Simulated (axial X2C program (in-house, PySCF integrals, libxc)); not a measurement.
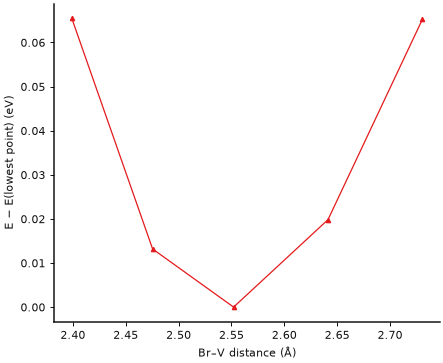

*Energy at 5 bond lengths, for one set of occupations held fixed; the line joins the points.*

A polynomial of degree 3 through 5 points gives rₑ = 2.545 Å, ωₑ = 208.4 cm⁻¹ and Bₑ = 0.08406 cm⁻¹. The minimum lies 1.44 eV below Br⁻ + V, each computed as one determinant at the same level.

# Relativistic diatomic calculation for BrV⁻

BrV⁻, single determinant with Ω = 5/2. Computed at this level: PBE0, two-component X2C with atomic mean-field Coulomb and Gaunt terms, Br dyall-acv3z, V dyall-acv3z (cores contracted) (axial X2C program (in-house, PySCF integrals, libxc)).

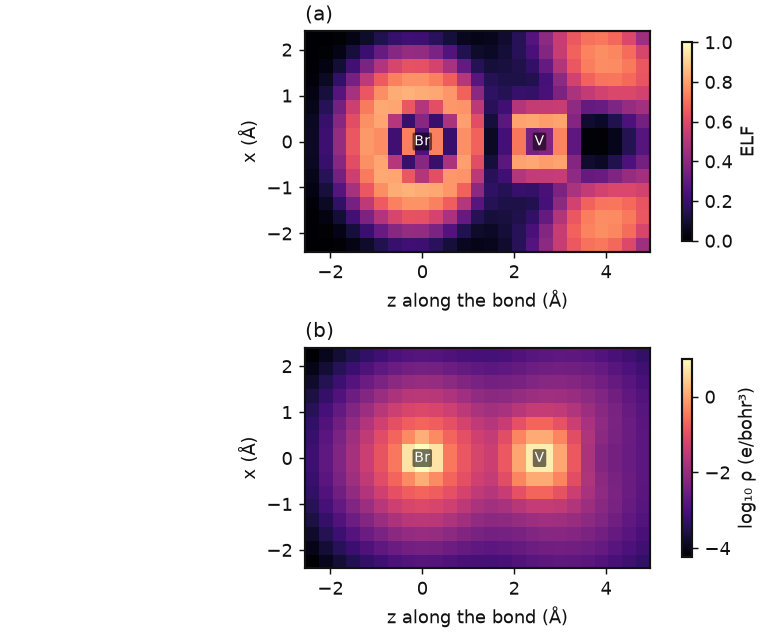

*(a) electron localisation function; (b) electron density on a logarithmic scale, in a plane that holds the axis, at 2.55 Å, on points 0.3 Å apart (one half computed, the other mirrored); the structure near the nuclei is finer than these points.*

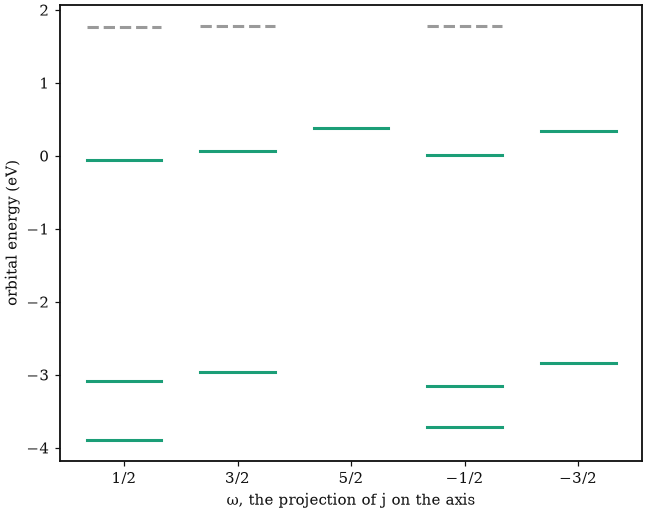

*Orbital energies near the frontier at 2.55 Å, filled (solid) and empty (dashed).*

The highest filled spinor (5/2; 100 % V d) lies at 0.38 eV, the lowest empty one (1/2; 92 % V p, 7 % V s) at 1.77 eV. A filled level above zero is held only by the finite basis .

Input and output of the run follow.

## Input file
```
{"zs": [35, 23], "q": -1, "bas": ["dyall-acv3z", "dyall-acv3z"], "levels": ["PBE0", "HF", "PBEsol"], "cc": true, "r0": 2.48, "thr": -2.0, "nmax": 90, "npts": 10, "nst": 2, "ntry": 6}
```

The line is the task of a batch: nuclear charges, charge, bases, the levels to run, a first guess of the distance and further settings. This report covers PBE0 with spin-orbit coupling. The log is that of the reference distance 2.552 Å, started from orbitals converged before.

Launched within a batch (the task file carries these settings):
```bash
python <driver script> task.json out
```

## Log
```
two-component X2C + atomic mean field  PBE0
basis functions 243  fitting functions 1316  grid points 5802
iter        total energy     max residual
   1      -3554.074165892     5.59e-05
   2      -3554.074165969     3.71e-05
   3      -3554.074165989     3.21e-05
   4      -3554.074166026     1.36e-05
   5      -3554.074166034     3.22e-06
   6      -3554.074166035     1.40e-06
converged
one-electron -5271.29901739  Coulomb 1689.94237780  exact exchange -33.99104064  xc functional -104.43164664  nuclear repulsion 166.92306222  atomic mean-field constant -1.21790138
```

## The points of the curve

| R (Å) | E (hartree) | dipole (D; origin at the first atom, positive when the second is positive) | highest filled (eV) | lowest empty (eV) |
| --- | --- | --- | --- | --- |
| 2.399 | −3554.071758 | −7.94 | 0.45 | 1.76 |
| 2.475 | −3554.073682 | −7.86 | 0.42 | 1.77 |
| 2.552 | −3554.074166 | −7.74 | 0.38 | 1.77 |
| 2.641 | −3554.073437 | −7.59 | 0.33 | 1.77 |
| 2.731 | −3554.071768 | −7.40 | 0.27 | 1.77 |

## Results in brief

- outcome: converged; a filled level lies above zero
- bond length rₑ: 2.545 Å
- ωₑ: 208.4 cm⁻¹
- energy at the minimum: −3554.07417 hartree
- depth below the fragments: 1.44 eV
- hardware: 1 CPU thread, shared host
- wall time: 5.7 s

## Notes

The highest filled level (PBE0, up to 0.45 eV) lies above zero. That is common for anions, where the functional's self-interaction leaves the outer electrons unbound; only the finite basis holds them, so such levels depend on it. Caveats: 5 of the 10 points asked for were kept.
